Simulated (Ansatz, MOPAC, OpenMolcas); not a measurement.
CH5BO2 (SMILES COBO): the HOMO–LUMO gap, rung by rung

The species is CH5BO2 (9 atoms), meant as a singlet with charge 0. SMILES: `COBO`. Geometry: relaxed at PBE0-D4/def2-TZVP. This is one conformer, not always the lowest.

Each level gives the HOMO–LUMO gap (eV). The values are calculated.

| level | kind | program | value (eV) | CPU time |
| --- | --- | --- | --- | --- |
| AM1 | semi-empirical | MOPAC | 13.59 | under 2 s |
| HF/cc-pVDZ | Hartree–Fock | Ansatz | 17.49 | 1.9 s |
| SVWN5/cc-pVDZ | LDA | OpenMolcas | 7.06 | 39 s |
| revPBE/cc-pVDZ | GGA | OpenMolcas | 7.21 | 47 s |
| M06-L/cc-pVDZ | meta-GGA | OpenMolcas | 8.01 | 56 s |
| BHLYP/cc-pVDZ | global hybrid | Ansatz | 12.38 | 5 s |
| CAM-B3LYP/cc-pVDZ | range-separated hybrid | Ansatz | 12.37 | 5.4 s |
| wB97X/cc-pVDZ | range-separated hybrid | Ansatz | 14.63 | 18 s |
| PBE-QIDH/cc-pVDZ | double hybrid | Ansatz | 14.46 | 7 s |

The values span 7.06 to 17.49 eV. Orbital gaps aren't excitation energies, and those of double hybrids come from the SCF part alone; they tend to grow with the share of exact exchange. Times are those of the runs behind each value, whatever else they computed, on shared processors of several kinds: orders of magnitude only.

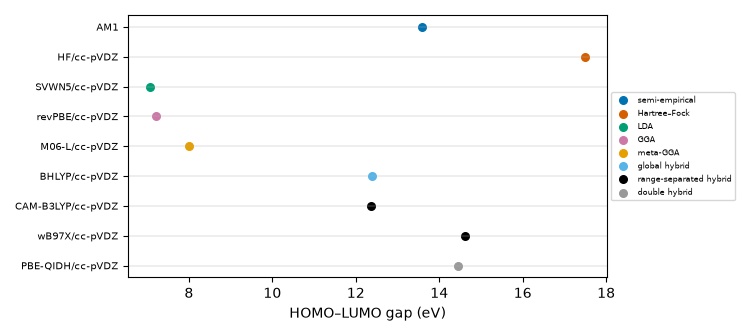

The values of the table, level by level.
